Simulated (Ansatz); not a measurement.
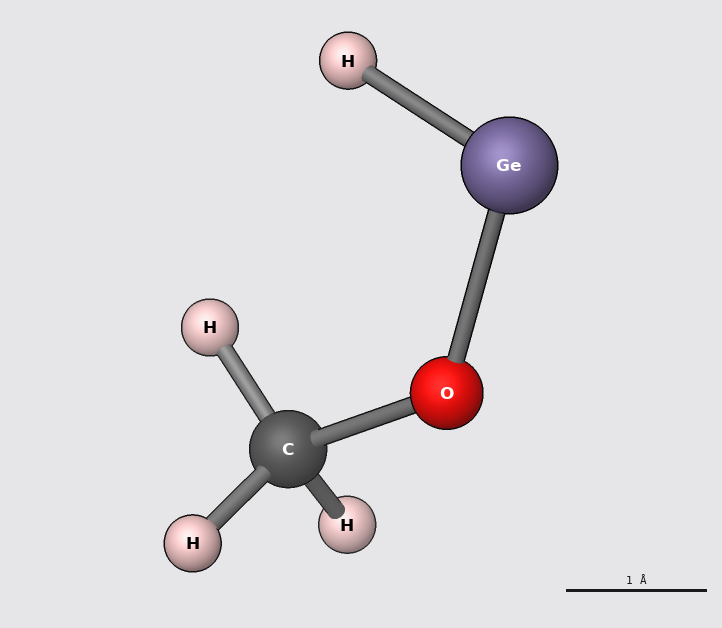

Source: calculation with Ansatz.

Ball-and-stick drawing of a structure. Every bond is drawn as one stick, whatever its order.

Geometry: moved along internal coordinates away from the minimum.

Question: Count the atoms of each element.

Answer: CH₄GeO, 7 atoms: 1 carbon, 4 hydrogen, 1 germanium and 1 oxygen.

Question: How many bonds of each kind are drawn?

Answer: 3 C–H, 1 C–O, 1 Ge–O, 1 Ge–H.

Question: Write the SMILES.

Answer: C[O][GeH]
